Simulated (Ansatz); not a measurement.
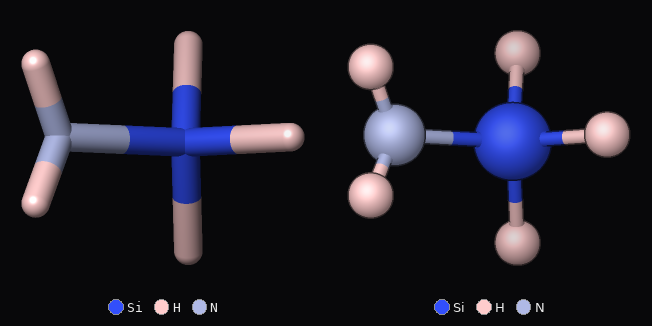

Both panels show the same species.

Question: Give the formula.

Answer: H₅NSi, 7 atoms: 5 hydrogen, 1 nitrogen and 1 silicon.

Question: How many bonds of each kind are drawn?

Answer: 3 Si–H, 2 N–H, 1 N–Si. Sticks follow a distance rule.

The parts below concern this one geometry. Atoms keep their numbers from picture to picture. The computed structure is the end point of a PBE0-D4/def2-TZVP optimisation.

**Symmetry**

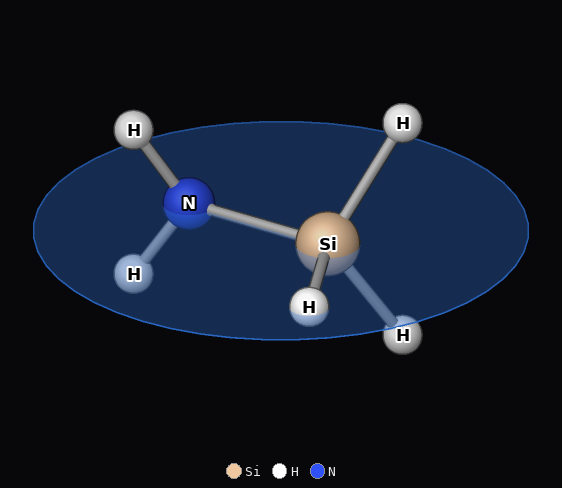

All proper rotation axes (lines) and mirror planes (discs) of the structure are drawn in. Atoms fade into the background with distance from the viewer.

Question: Name the symmetry elements and the point group.

Answer: It has 1 mirror plane. Point group Cs. The group has 2 operations. The geometry is achiral, and symmetry allows a dipole moment.

**Vibrations**

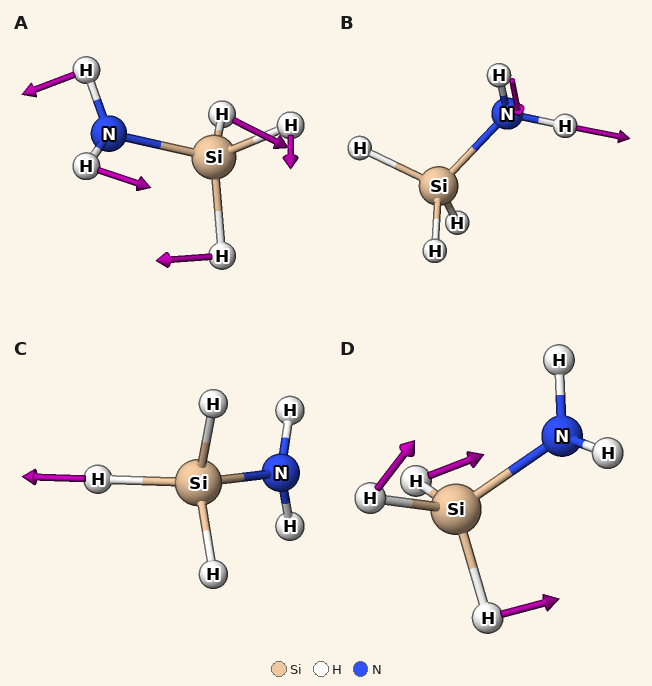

4 normal modes of one molecule or complex, as arrows. Harmonic vibrations computed with RKS PBE0-D4/def2-TZVP (Ansatz 0.2.0) at a stationary point of the same level.

Question: Match the panels to the wavenumbers 626 cm⁻¹, 984 cm⁻¹, 2177 cm⁻¹, 3694 cm⁻¹.

Answer: A: 626 cm⁻¹, angle bending
B: 3694 cm⁻¹, out-of-phase stretching of 2 N–H bonds
C: 2177 cm⁻¹, Si–H stretching
D: 984 cm⁻¹, angle bending

**Thermal motion**

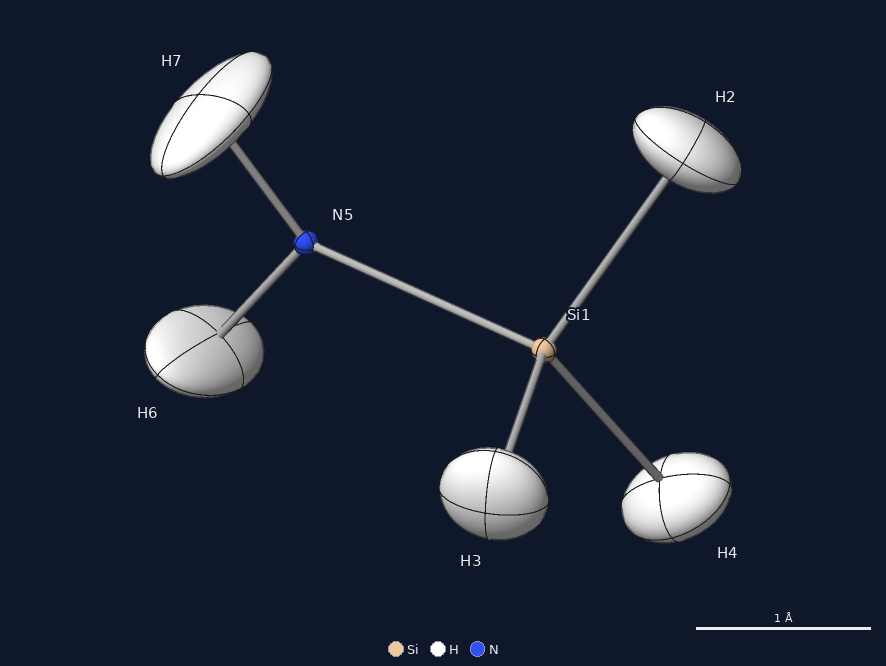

Displacement ellipsoids at the 50 % level, enlarged 1.5 times, from the internal vibrations of the free molecule (harmonic, no overall translation or rotation; no half-axis is drawn under 0.075 Å). Vibrations computed with RKS PBE0-D4/def2-TZVP (Ansatz 0.2.0). Temperature: 0 K (zero-point motion alone).

Question: Which atom moves most?

Answer: H6, H7, with U_eq = 0.0244 Å².

Question: Does H7 move more along its bond or across it?

Answer: Across it: the root-mean-square amplitude is 0.068 Å along the bond and up to 0.227 Å across, since bending and torsion are softer than stretching.

List U_eq and the three principal root-mean-square amplitudes for each kind of atom.

```csv
atom,U_eq (Å²),rms amplitudes (Å)
Si1,0.00017,"0.011, 0.011, 0.016"
"H2, H4",0.0152,"0.085, 0.124, 0.151"
H3,0.0143,"0.087, 0.127, 0.139"
N5,0.00061,"0.017, 0.023, 0.032"
"H6, H7",0.0244,"0.068, 0.131, 0.227"
```

**Charges**

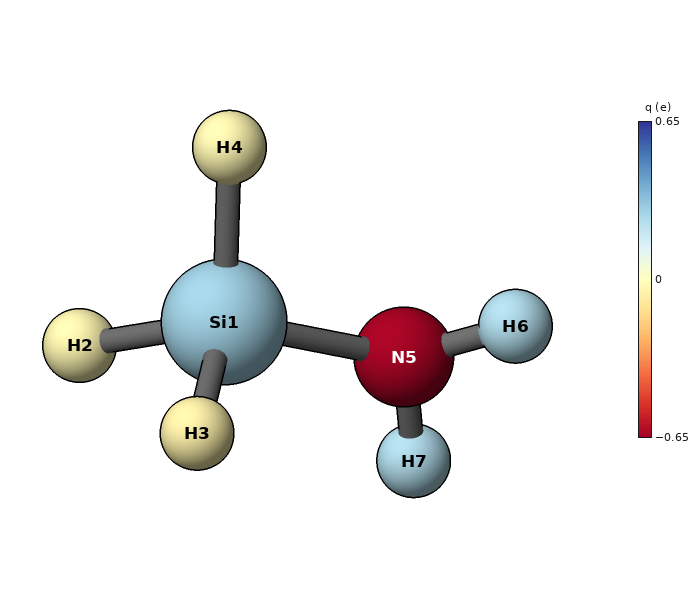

Atoms are coloured by their Mulliken charges. Properties computed with RKS PBE0-D4/def2-TZVP (Ansatz 0.2.0).

Question: Which atom carries the highest charge (most positive or least negative)?

Answer: Si1 (0.28 e).

Question: And the lowest?

Answer: N5 (−0.63 e).

List the Mulliken charges.

| atom | value (e) |
| --- | --- |
| Si1 | 0.28 |
| H2 | −0.03 |
| H3 | −0.05 |
| H4 | −0.03 |
| N5 | −0.63 |
| H6 | 0.24 |
| H7 | 0.24 |

Mulliken values depend strongly on the basis set and can even reverse the polarity of a bond.
